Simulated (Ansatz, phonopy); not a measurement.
# Grüneisen parameters and expansion of Hf (Hafnium, P6_3/mmc), part 4 of 4

Which modes of Hf (Hafnium) drive its thermal expansion?

Ansatz 0.2.0; DFT LDA, scalar-relativistic, plane waves, PAW; PAW set soft_1.

So far. Step 13 (Phonons, V/V0 0.97): No mode is imaginary beyond numerical noise at the solved wavevectors. The highest zone-centre mode (no LO–TO term) moved by +10.3 % for a volume change of -3.0 %. Step 15 (Lattice dynamics at this volume, V/V0 1.05): No mode is imaginary beyond numerical noise at the solved wavevectors. The highest zone-centre mode (no LO–TO term) moved by -17.0 % for a volume change of +5.0 %.

**16. Mode Grüneisen parameters (continued)**

Volume series, by row:

| V/V0 | V (Å³/atom) | pressure (GPa) | E - E0 (meV/atom) | gap (eV) | zero-point energy (meV/atom) | lowest on the path (cm⁻¹) | highest at Gamma without the LO-TO term (cm⁻¹) |
| --- | --- | --- | --- | --- | --- | --- | --- |
| 0.97 | 20.2 | 3.868 | 7.473 | 0 | 20 | 0 | 124.6 |
| 0.985 | 20.52 | 1.871 | 1.85 | 0 | 19.68 | 0 | 118.8 |
| 1 | 20.83 | 0 | 0 | 0 | 19.34 | 0 | 113 |
| 1.015 | 21.14 | -1.752 | 1.693 | 0 | 19 | 0 | 107.3 |
| 1.03 | 21.45 | -3.392 | 6.696 | 0 | 18.66 | 0 | 101.6 |
| 1.05 | 21.87 | -5.417 | 18.16 | 0 | 18.19 | 0 | 93.82 |

The optical frequency at Gamma without the LO-TO term by V/V0:

| V/V0 | mode 4 (cm⁻¹) | mode 6 (cm⁻¹) |
| --- | --- | --- |
| 0.9700 | 70.0 | 125 |
| 0.9850 | 71.7 | 119 |
| 1.0000 | 72.9 | 113 |
| 1.0150 | 73.9 | 107 |
| 1.0300 | 74.7 | 102 |
| 1.0500 | 75.4 | 93.8 |

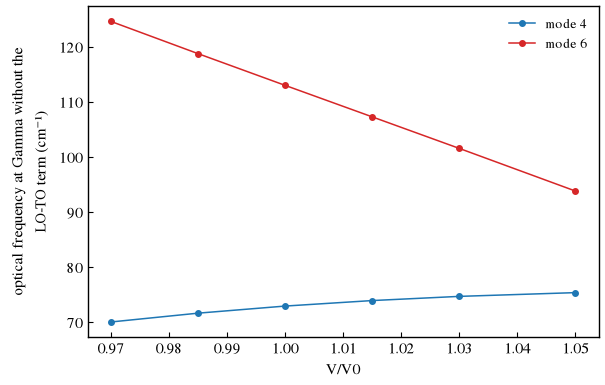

Optical frequency at Gamma without the LO-TO term against V/V0.

Grüneisen at points, by row:

| point | branch | frequency (cm⁻¹) | mode Grüneisen parameter |
| --- | --- | --- | --- |
| Γ | 4 | 72.9 | -1.05 |
| Γ | 6 | 113 | 3.39 |
| M | 1 | 56.3 | -0.31 |
| M | 2 | 81.3 | 0.56 |
| M | 3 | 118.4 | 1.78 |
| M | 4 | 126.4 | 0.87 |
| M | 5 | 139.3 | 1.87 |
| M | 6 | 148.3 | 1.58 |
| K | 1 | 103 | 0.96 |
| K | 3 | 113 | 1.4 |
| K | 5 | 113.9 | 1.13 |
| K | 6 | 161 | 1.41 |
| A | 1 | 48.7 | -1.15 |
| A | 5 | 109.5 | 1.46 |
| L | 1 | 97.9 | 1.21 |
| L | 3 | 100 | 0.77 |
| L | 5 | 159.1 | 1.3 |
| H | 1 | 48.8 | 2.13 |
| H | 3 | 139.2 | 1.28 |
| H | 5 | 150.9 | 1.34 |

**17. Free-energy fit**

This step gave:

```yaml
volume_expansion_coefficient_at_300_k: 17.75 1e-6/K
isothermal_bulk_modulus_at_300_k: 116.5 GPa
c_p_at_300_k: 24.56 J/mol-atom/K
grueneisen_parameter_at_300_k: 1.07
```

The energy (each curve on its own zero) by volume; values in meV/atom:

| volume (Å³/atom) | static | F at 0 K | F at 300 K | F at 1300 K |
| --- | --- | --- | --- | --- |
| 20.204 | 7.47 | 8.33 | 10.7 | 20.9 |
| 20.516 | 1.85 | 2.38 | 3.87 | 10.4 |
| 20.828 | 0 | 0.2 | 0.8 | 3.4 |
| 21.141 | 1.69 | 1.55 | 1.21 | -0.33 |
| 21.453 | 6.7 | 6.21 | 4.87 | -1.01 |
| 21.870 | 18.2 | 17.2 | 14.5 | 2.52 |

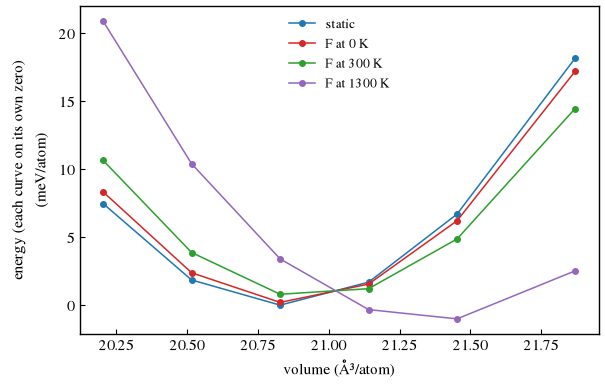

Energy (each curve on its own zero), plotted against volume.

Phonopy-qha, vinet fit of F(V) at each temperature; no electronic free energy. Qha vinet, by row:

| T (K) | fitted volume (Å³/atom) | alpha_V (1e-6/K) | B_T (GPa) | C_P (J/mol-atom/K) | Grueneisen |
| --- | --- | --- | --- | --- | --- |
| 100 | 20.88 | 13.85 | 119.2 | 20.64 | 1.01 |
| 150 | 20.89 | 15.96 | 118.6 | 22.96 | 1.042 |
| 200 | 20.91 | 16.87 | 117.9 | 23.86 | 1.056 |
| 250 | 20.93 | 17.39 | 117.2 | 24.3 | 1.064 |
| 300 | 20.95 | 17.75 | 116.5 | 24.56 | 1.07 |
| 350 | 20.96 | 18.04 | 115.8 | 24.72 | 1.075 |
| 400 | 20.98 | 18.29 | 115.1 | 24.84 | 1.08 |
| 450 | 21 | 18.52 | 114.4 | 24.93 | 1.085 |
| 500 | 21.02 | 18.73 | 113.7 | 25.01 | 1.089 |
| 550 | 21.04 | 18.94 | 113 | 25.07 | 1.094 |
| 600 | 21.06 | 19.14 | 112.3 | 25.12 | 1.099 |
| 650 | 21.08 | 19.34 | 111.5 | 25.18 | 1.103 |
| 700 | 21.1 | 19.54 | 110.8 | 25.22 | 1.108 |
| 750 | 21.12 | 19.74 | 110.1 | 25.27 | 1.112 |
| 800 | 21.14 | 19.94 | 109.4 | 25.31 | 1.117 |
| 850 | 21.17 | 20.14 | 108.7 | 25.36 | 1.122 |
| 900 | 21.19 | 20.34 | 108 | 25.4 | 1.126 |
| 950 | 21.21 | 20.55 | 107.2 | 25.44 | 1.131 |
| 1000 | 21.23 | 20.76 | 106.5 | 25.48 | 1.136 |
| 1050 | 21.25 | 20.97 | 105.8 | 25.52 | 1.141 |
| 1100 | 21.28 | 21.18 | 105.1 | 25.57 | 1.145 |
| 1150 | 21.3 | 21.4 | 104.4 | 25.61 | 1.15 |
| 1200 | 21.32 | 21.62 | 103.7 | 25.66 | 1.155 |
| 1250 | 21.34 | 21.85 | 102.9 | 25.7 | 1.16 |

Table of volume expansion coefficient, phonopy-qha, Vinet by temperature:

| temperature (K) | volume expansion coefficient, phonopy-qha, Vinet (1e-6/K) |
| --- | --- |
| 100 | 13.8 |
| 200 | 16.9 |
| 300 | 17.8 |
| 400 | 18.3 |
| 500 | 18.7 |
| 600 | 19.1 |
| 700 | 19.5 |
| 800 | 19.9 |
| 900 | 20.3 |
| 1000 | 20.8 |
| 1100 | 21.2 |
| 1200 | 21.6 |

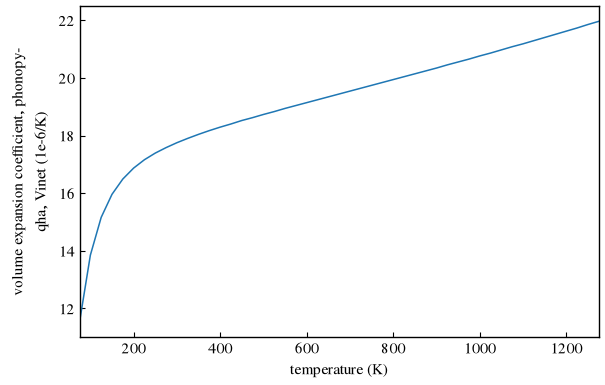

Volume expansion coefficient, phonopy-qha, Vinet against temperature.

The fit gives a volume expansion of 17.8 × 10⁻⁶/K at 300 K.

**18. Outcome**

| Item | Value |
| --- | --- |
| volume expansion coefficient at 300 K | 17.75 1e-6/K |
| isothermal bulk modulus at 300 K | 116.5 GPa |
| C_P at 300 K | 24.56 J/mol-atom/K |
| Grüneisen parameter at 300 K | 1.07 |
| mean mode Grüneisen parameter at 300 K | 1.04 |

**Reading.** Near room temperature Hf (Hafnium) expands by 17.8 × 10⁻⁶/K in volume by LDA, with C_P = 24.6 J/(mol K) per mole of atoms and B_T = 117 GPa. The q-mesh is coarse, and the expansion can converge slowly with it. C_P at room temperature is 98 % of the classical 3R an atom. The fit leaves out the electrons' free energy, which adds to C_P and to the expansion of a metal at high temperature. The heat-capacity-weighted Grüneisen parameter goes from 0.907 at 50 K to 1.05 at 800 K; 4 % of the modes stiffen on expansion. Weighting γ by the density of states and each mode's heat capacity at 300 K, modes below 50 cm⁻¹ give about 1 % of the sum of γC that drives the expansion, those up to 110 cm⁻¹ 36 % and the rest 63 %. Among the labelled points γ is largest for branch 6 at Γ (113 cm⁻¹, 3.4) and most negative for branch 1 at A (48.7 cm⁻¹, -1.1). The PAW files were made for PBE and are used here under another functional, for which the program regenerates the frozen cores.

[Logs are printed without paths, hosts, clocks, repeated set-up lines and the standing remarks that a program may print on its own settings, such as how far it seeks lower states.]

[Hosts, paths, dates, database ids (printed as entryN), source tags and the programs' standing remarks are cut or masked in the printed files.]

[A step with changed settings may run another functional than the one named; its input shows which.]

[Of the runs on displaced cells, only some may be shown.]
